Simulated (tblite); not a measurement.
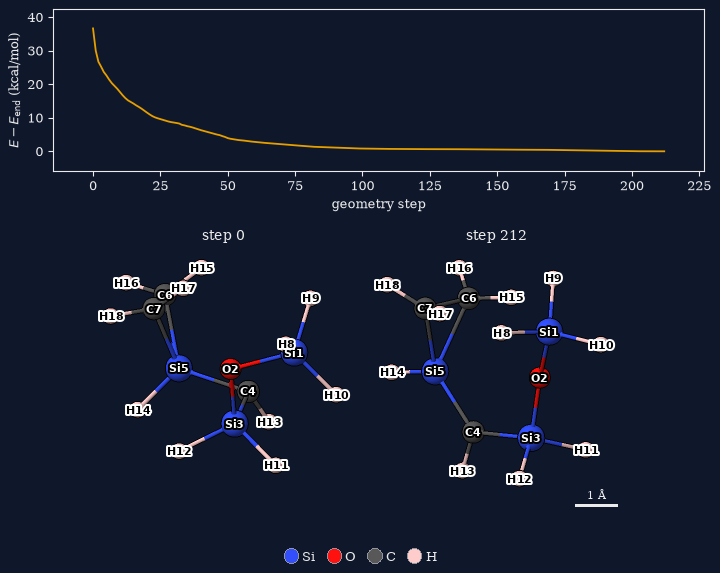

First and last geometry of a relaxation of C3H11OSi3 (multiplicity 2), with the history of the run. Style: ball-and-stick. Shown from a free direction.

Computed with GFN2-xTB geometry optimisation, gas phase in tblite. 

> What do the curves and the structures tell?

It converged. The largest move after the best rigid fit is that of H13, 2.25 Å. Largest moves by element: H 2.25 Å, C 1.51 Å, O 1.18 Å, Si 0.78 Å. Some distances before and after: Si1–Si3 2.840 → 3.194 Å, Si3–Si5 2.978 → 3.316 Å, Si1–O2 1.716 → 1.607 Å, Si5–C6 1.842 → 1.931 Å. Among the angles between lasting bonds that change: Si1–O2–Si3 112.2° → 160.9°, Si3–C4–Si5 104.9° → 129.7°, C4–Si5–C7 109.6° → 120.8°. Groups turn about O2–Si3 by about 135°, Si1–O2 by about 70°. After 212 geometry steps the energy has fallen by 36.7 kcal/mol. Cost: 7 s on 1 thread of AMD EPYC, on a shared host.

```tsv
step	E − E(0), kcal/mol
0	0.00
1	-6.59
2	-9.94
3	-11.41
4	-12.99
5	-14.05
6	-15.28
7	-16.34
8	-17.16
9	-18.00
10	-18.98
21	-25.64
31	-28.21
42	-30.78
53	-33.19
63	-34.08
74	-34.82
84	-35.36
95	-35.70
106	-35.92
116	-35.97
127	-36.02
138	-36.04
148	-36.11
159	-36.17
169	-36.22
180	-36.38
191	-36.50
201	-36.62
212	-36.65
```
